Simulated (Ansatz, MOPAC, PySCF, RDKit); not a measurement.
C2H2 (SMILES C#C) and H4OSi (SMILES O[SiH3]) are pulled apart as rigid monomers along the line of their centres of mass, from the B3LYP-D3(BJ)/def2-TZVP minimum. Starting geometry (charge 0, multiplicity 1):
```xyz
10

C      0.1352     0.8027     0.5367
C      0.2253    -0.3889     0.4559
H      0.0585     1.8612     0.6060
H      0.3089    -1.4465     0.3811
O     -1.0868    -0.0823     3.4667
Si     0.2047    -0.0289     4.4898
H     -0.8974    -0.0101     2.5232
H      1.1598    -1.1372     4.2343
H     -0.3431    -0.1538     5.8559
H      0.9532     1.2485     4.3697
```

Interaction energies with rigid monomers; basis-set methods are counterpoise corrected unless marked otherwise.

Rows in 6-31G* carry no dispersion term and start afresh at each structure (6-31G* with six Cartesian d functions). The state reached by AM1 isn't checked.

Programs: Ansatz (a quantum-chemistry and plane-wave program); MOPAC for AM1 (differences of heats of formation); PySCF for 6-31G* rows, the dispersion terms; RDKit for the force fields. Values without a source in brackets are computed.

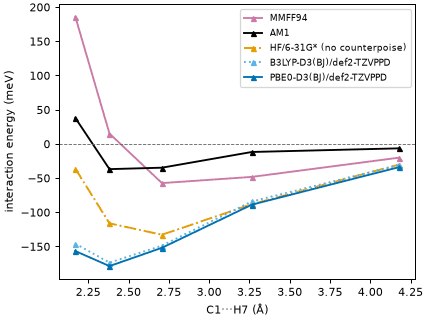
Figure: Interaction energy against separation

Which level binds most strongly at C1···H7 = 2.38, and by how much?

PBE0-D3(BJ)/def2-TZVPPD, -179 meV.
